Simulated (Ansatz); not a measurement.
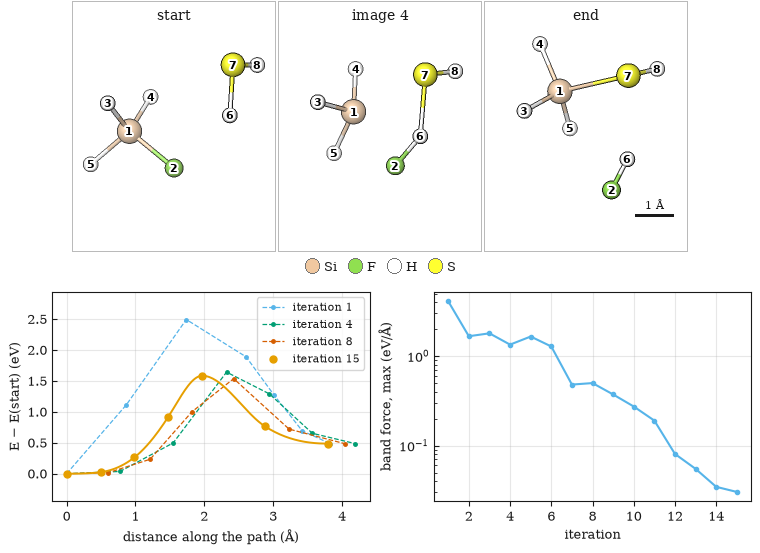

NEB run on SiH$_{5}$SF, made up at the start of SiH₃F and H2S. Images are numbered from 0 (start) to 6 (end). The plot follows the band through its iterations. A ball-and-stick model, seen from a free direction.

Method: Ansatz, RKS PBE0-D4/def2-SVP. Settings: 5 movable images; climbing image; force threshold 0.05 eV/Å; iteration limit 60; starting path through a guess of the saddle point.

Judge this run.

The result is final at these settings. The band converged in 15 iterations. The largest component of the band force went from 4.1 to 0.03 eV/Å. The climbing image converged on the top of the path. Its vibrational analysis gives one imaginary mode (610i cm⁻¹), as a transition state must have. The first iteration put the highest image at 2.49 eV. The energy climbs by 1.58 eV to image 4 and then falls by 1.10 eV, so the end point sits at +0.49 eV.

Limits of the set-up: the start holds two separate molecules, 2.3 Å apart at their closest, whose relative position is a soft coordinate.

The run took 34 s on 2 threads of AMD EPYC 9R45 96-Core Processor (Zen 5), with other jobs on the host, peak memory 0.18 GiB.
